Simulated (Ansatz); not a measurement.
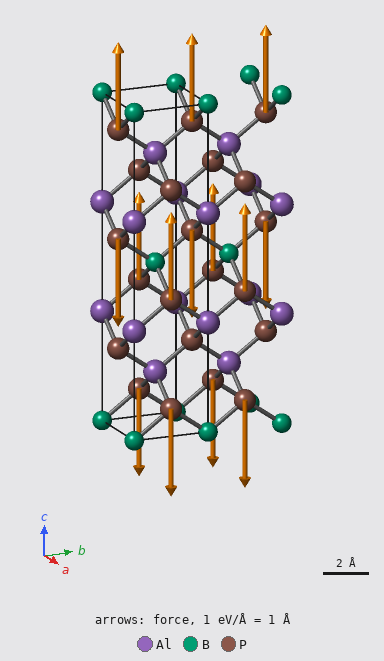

Starting geometry of solid Al₂BP₃ (a generated structure, set up in I-4m2) (coarse preliminary run) with the computed forces as orange arrows. Style: ball-and-stick. Shown: the conventional cell (2 times the calculation's cell), repeated 1 × 2 × 1 with one cell outlined, slightly off an axis. Lengths and directions refer to the drawn axes.

Theory: DFT PBE, scalar-relativistic, plane waves, PAW in Ansatz. (plane-wave cutoff 420 eV; k-point mesh 6 × 6 × 6; occupations gaussian; smearing width 0.1 eV; no spin polarisation; cell and atoms relaxed; force threshold 0.04 eV/Å; at most 70 steps)

Question: What follows when this structure is relaxed?

Answer: It isn't relaxed: the largest force vector, on P atoms, is 4.08 eV/Å. The atoms end up moving mostly along the starting forces (cosine between the two patterns 0.94). After 3 accepted moves (4 points after the start) the energy has fallen by 1.322 eV per cell of the calculation. The largest force component goes from 4.1 to 0.019 eV/Å. Pressure: 12.27 GPa at the start and 0.23 GPa at the end. At 1 point the geometry stayed and the basis and grid were re-selected for the new cell (energy shift of 3.7 meV per cell of the calculation at most each time). The largest moves relative to the cell, 0.26 Å, are those of P atoms. By element the largest moves are P 0.26 Å, Al 0.12 Å. B stays in place. The drawn cell changes as follows: a = b 3.601 → 3.623 Å (+0.6 %), c 15.278 → 16.085 Å (+5.3 %); the volume changes by +6.6 %. Near-neighbour distances that change, for instance: Al–P 2.205 → 2.343 Å, B–P 2.205 → 2.107 Å. Bond angles that change, for instance: P–B–P 109.5° → 118.6°, B–P–B 109.5° → 118.6°, P–Al–P 109.5° → 101.2°. The space group stays I-4m2 (No. 119). Cost: 25 s on 1 thread of Arm Neoverse V2, on a shared host, peak memory 0.34 GiB.
